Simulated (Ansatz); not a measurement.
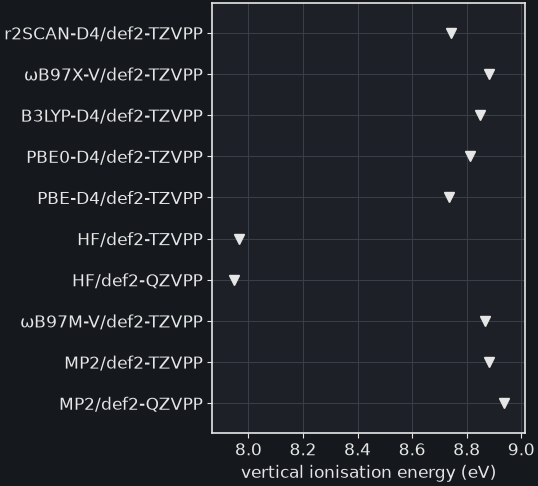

Vertical ionisation energy of Si₃H₆, SMILES [SiH2]1[SiH2][SiH2]1, taken as the energy of the cation less that of the neutral at fixed geometry (unrestricted doublet cation, cores frozen in correlated methods, no spin-orbit coupling), the Ansatz code, at a PBE0-D4/def2-TZVP geometry (a minimum by its frequencies).

What range do the values span?

From 7.95 eV (HF/def2-QZVPP) to 8.94 eV (MP2/def2-QZVPP).

Give the values.

```
               level    eV
r2SCAN-D4/def2-TZVPP  8.74
  ωB97X-V/def2-TZVPP  8.88
 B3LYP-D4/def2-TZVPP  8.85
  PBE0-D4/def2-TZVPP  8.81
   PBE-D4/def2-TZVPP  8.73
       HF/def2-TZVPP  7.97
       HF/def2-QZVPP  7.95
  ωB97M-V/def2-TZVPP  8.87
      MP2/def2-TZVPP  8.88
      MP2/def2-QZVPP  8.94
```
